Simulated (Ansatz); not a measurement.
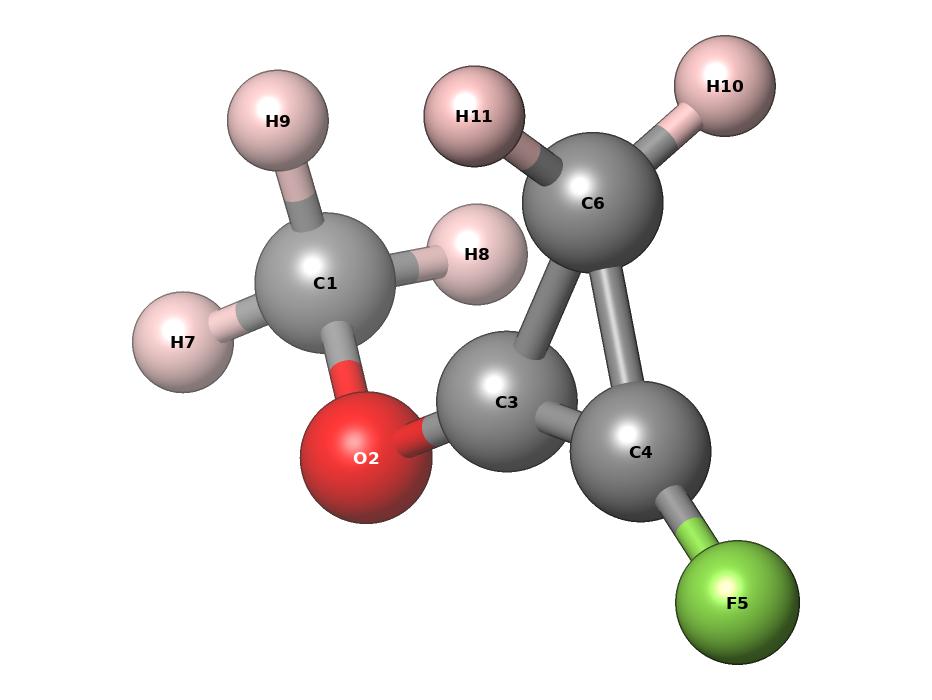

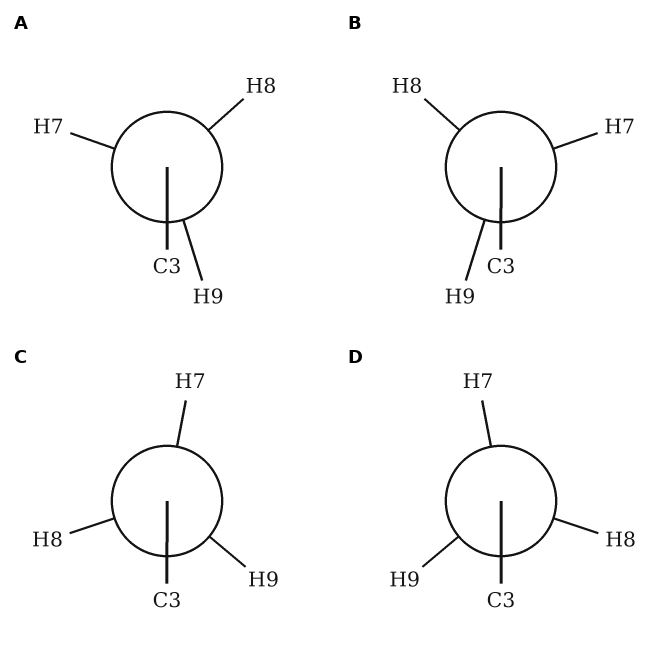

Depth is shown by fading: the farther an atom, the more it takes the colour of the background. Bonds that would overlap in a projection are set slightly apart. The geometry was computed by an optimisation with PBE-D4/def2-SVP. No frequency run is at hand to confirm it as a minimum.

### Which Newman projection shows the view along O2–C1, with O2 in front?

C. The torsion angle C3–O2–C1–H7 is −169°, antiperiplanar (anti).
